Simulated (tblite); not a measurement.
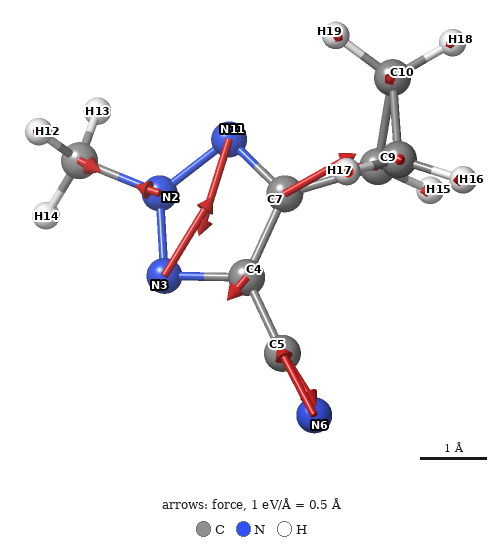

Starting geometry of C$_{7}$H$_{8}$N$_{4}$ with the computed forces as red arrows. A ball-and-stick model, seen from a free direction.

Theory: tblite, GFN2-xTB geometry optimisation, gas phase. 

Q: Is this structure relaxed? If not, where do the atoms go?

A: It isn't relaxed: the largest force vector, on an N atom, is 3.14 eV/Å. The final displacements have little in common with the starting forces (cosine between the two patterns 0.09). Over 124 geometry steps the energy falls by 10.1 kcal/mol. The largest move after the best rigid fit is that of an H atom, 1.53 Å. By element the largest moves are H 1.53 Å, N 1.39 Å, C 0.98 Å. Among the contacts that change: C–C 1.543 → 1.458 Å, N–N 1.352 → 1.315 Å, N–N 1.337 → 1.302 Å, C–N 1.459 → 1.430 Å. Among the angles between lasting bonds that change: C–C–N 110.5° → 106.9°, N–N–C 101.2° → 104.8°, N–N–N 118.8° → 115.3°. Groups turn about C–C by about 75°, C–N by about 40°.
